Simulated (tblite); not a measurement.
**Run report: C7H11BOSi, frequency calculation**

System: C7H11BOSi, SMILES CBO[SiH2]c1ccccc1.
Method: GFN2-xTB harmonic vibrations, gas phase (tblite 0.8.0).

It belongs to a series of runs on one base structure; here: BH inserted into a C-O bond.

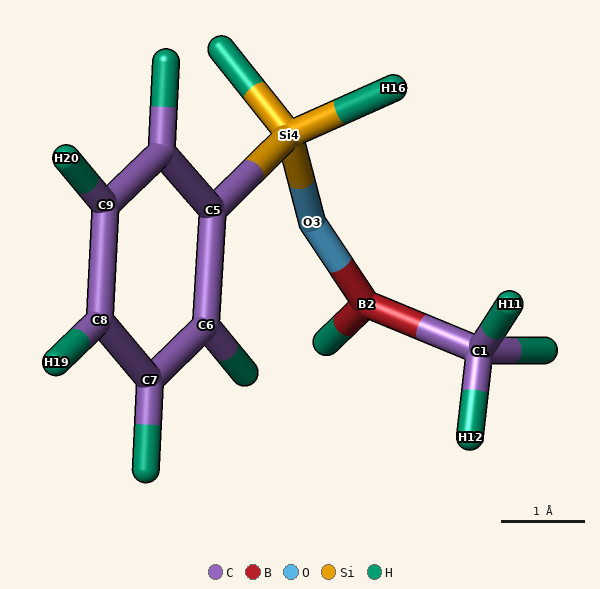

Figure 1. The structure as given in the input (stick view, seen at a tilt; atoms are numbered from 1 in the order of the input).

Results in brief:

| quantity | value |
| --- | --- |
| outcome | converged |
| total energy | −753.8704 eV |
| zero-point energy | 98.8470 kcal/mol |
| hardware | 1 CPU thread, shared host |
| wall time | 1.8 s |
| peak memory | 0.18 GiB |

The input:
```
{"job": {"kind": "ir", "xc": "GFN2-xTB", "basis": "xTB"}, "charge": 0, "multiplicity": 1}
C      3.359138    -0.902057     0.219825
B      2.851492     0.413749    -0.509097
O      1.864728     1.146704    -0.028054
Si     0.653368     1.469993     0.989771
C     -0.863445     0.525045     0.380321
C     -0.762914    -0.485408    -0.572533
C     -1.880454    -1.177439    -1.004312
C     -3.127751    -0.867781    -0.489110
C     -3.248743     0.135963     0.458154
C     -2.126735     0.821178     0.885890
H      2.865039    -1.070211     1.173879
H      3.180108    -1.775130    -0.406317
H      4.432940    -0.868249     0.392235
H      3.346474     0.767785    -1.521766
H      0.487977     2.921383     0.882318
H      0.979863     1.067642     2.365772
H      0.208420    -0.728102    -0.981932
H     -1.779103    -1.959348    -1.743939
H     -4.003198    -1.405528    -0.823811
H     -4.220377     0.383628     0.861493
H     -2.225749     1.603126     1.625446
```

The first line tells a small driver script what to run in tblite; the rest is the geometry in Å.

Run as:
```bash
OMP_NUM_THREADS=1 python <driver script> task.json out
```

Log:
```
mode    cm-1     km/mol
  1      20.4      0.22
  2      28.8      0.07
  3      76.0      0.20
  4      88.9      0.60
  5      94.5      2.49
  6     141.6      0.67
  7     191.5      0.14
  8     270.7      3.57
  9     358.6      0.05
 10     387.8      3.82
 11     399.0     12.67
 12     402.2     13.05
 13     529.4    106.80
 14     589.3      1.49
 15     595.8     30.33
 16     625.3     11.59
 17     665.2     10.80
 18     674.4     22.32
 19     690.9     29.17
 20     736.8      8.12
 21     762.1    415.10
 22     794.8    211.12
 23     862.3     28.12
 24     879.3    139.93
 25     882.5      0.59
 26     906.2      0.52
 27     932.2      0.01
 28     934.5      0.05
 29     978.5      2.07
 30     981.9     44.88
 31    1085.9      0.70
 32    1119.0     44.84
 33    1123.5      5.80
 34    1155.0     35.17
 35    1183.0      0.07
 36    1209.7      3.06
 37    1290.6      1.88
 38    1311.9      1.97
 39    1378.6    174.26
 40    1382.7    592.22
 41    1420.6      0.83
 42    1468.0      5.82
 43    1488.2      0.70
 44    1494.8      2.79
 45    1576.4      1.19
 46    1595.9      3.76
 47    2180.6    361.35
 48    2241.4    245.48
 49    2527.8    222.35
 50    3010.3     26.47
 51    3028.7     25.11
 52    3035.8     42.56
 53    3060.0     13.74
 54    3064.3      9.17
 55    3069.6     24.03
 56    3075.6    124.71
 57    3085.2     59.53
```

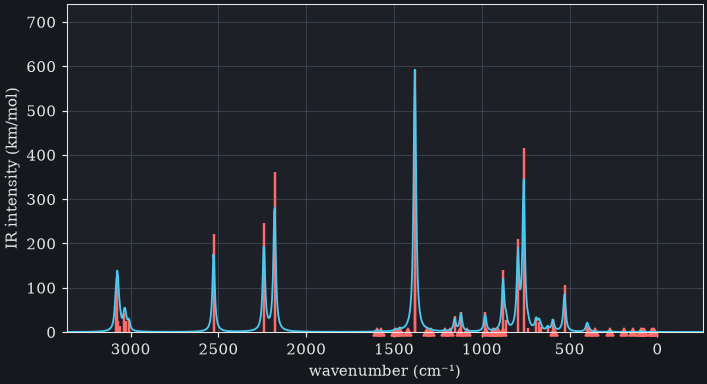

Figure 2. Harmonic infrared spectrum, unscaled: sticks (degenerate modes added up, dark ones marked on the axis) with a Lorentzian envelope of 16 cm⁻¹ full width, scaled to the tallest stick. 57 modes from 20 to 3085 cm⁻¹, none imaginary. The strongest line is at 1383 cm⁻¹ (592 km/mol).
